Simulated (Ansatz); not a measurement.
## Run report: Si3H8O3, single-point calculation

System: Si3H8O3.
Method: direct RPA on PBE orbitals, frozen core/def2-TZVPP (Ansatz 0.2.0).

The geometry comes from this level: PBE0-D4/def2-TZVP.

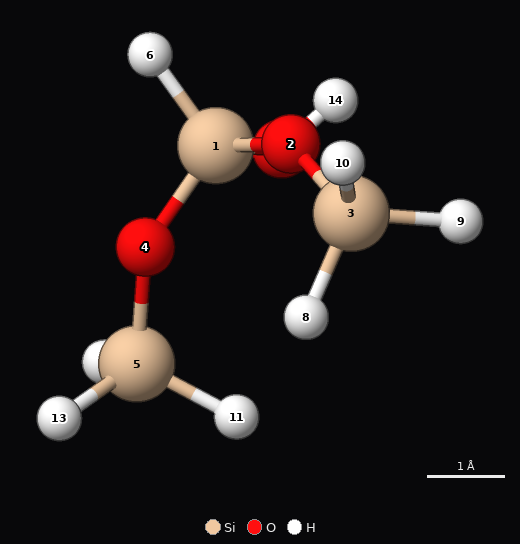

**Figure 1.** The structure (ball-and-stick view, seen at a tilt; atoms are numbered from 1 in the order of the input). Bond lengths as drawn: H–O 0.96 Å, H–Si 1.47 to 1.49 Å and O–Si 1.62 to 1.64 Å.

Results in brief

| quantity | value |
| --- | --- |
| outcome | converged |
| total energy | −29882.0220 eV |
| mean-field energy | −29833.5325 eV |
| SCF solution under orbital rotations | stable |
| hardware | 4 CPU threads, shared host |
| wall time | 3 s (CPU time 4.5 s) |
| peak memory | 1.5 GiB |

Input file
```yaml
crystal:
  periodic: [false, false, false]
  atoms:
    - {symbol: Si, position_ang: [-1.577938, 0.584581, 1.250379]}
    - {symbol: O, position_ang: [-0.591905, 1.828007, 0.905458]}
    - {symbol: Si, position_ang: [0.941440, 2.272043, 0.538162]}
    - {symbol: O, position_ang: [-0.754934, -0.642251, 1.908940]}
    - {symbol: Si, position_ang: [0.003192, -2.057513, 1.572637]}
    - {symbol: H, position_ang: [-2.580082, 1.073429, 2.211479]}
    - {symbol: O, position_ang: [-2.264964, -0.006802, -0.109747]}
    - {symbol: H, position_ang: [1.896647, 1.201275, 0.924073]}
    - {symbol: H, position_ang: [1.048615, 2.521676, -0.921965]}
    - {symbol: H, position_ang: [1.263866, 3.517885, 1.275420]}
    - {symbol: H, position_ang: [0.843933, -1.917920, 0.355412]}
    - {symbol: H, position_ang: [-0.993738, -3.136357, 1.362247]}
    - {symbol: H, position_ang: [0.864514, -2.394186, 2.731819]}
    - {symbol: H, position_ang: [-2.684676, 0.604204, -0.715903]}
basis:
  gaussian: {orbitals: def2-TZVPP}
hamiltonian: {xc: pbe}
correlation: {method: rpa}
```

Launch command:
```bash
ansatz run in.yaml --threads 4 --pin off --events-out ev --progress --plain --max-ram 63488MiB --backend cuda --devices 0, --max-vram 37GiB
```

What the program printed
```
Functional definition: PBE
  name "PBE"
  cite "Perdew, Burke & Ernzerhof, Phys. Rev. Lett. 77, 3865 (1996) doi:10.1103/PhysRevLett.77.3865"
  parent pbe
  parameter kappa = 0.804
  parameter beta = 0.06672455060314922
  exchange = pbe_x(kappa = kappa, mu = beta*pi^2/3)
  correlation = pbe_c(beta = beta)
1936 factors; integrals over basis functions are off by at most 1.0e-3 eV
mean field evaluation 1: about -29878.2079 eV, gradient 1.0e2 eV
mean field evaluation 2: about -29878.1887 eV, gradient 1.0e2 eV
mean field evaluation 4: about -29893.7138 eV, gradient 2.0e1 eV
mean field evaluation 8: about -29894.7557 eV, gradient 2.2e-1 eV
mean field evaluation 16: about -29894.7543 eV, gradient 4.8e-5 eV
mean field -29894.75425430 eV, -1098.6119554531 hartree, gradient 2.7e-6 eV, S^2 0.000000; 0 other end points of the search recorded, 0 dependent functions left out
18 core orbitals not correlated: weight in the atoms' cores, before any rotation towards them, 1.000 or more for the frozen orbitals, at most 0.000 for the correlated occupied ones
reference -29833.53251399 eV, -1096.3620979946 hartree; 19, 19 occupied and 294, 294 virtual orbitals, 1936 factors
Total energy: -29882.02196588 eV, -1098.1440524843 hartree
```
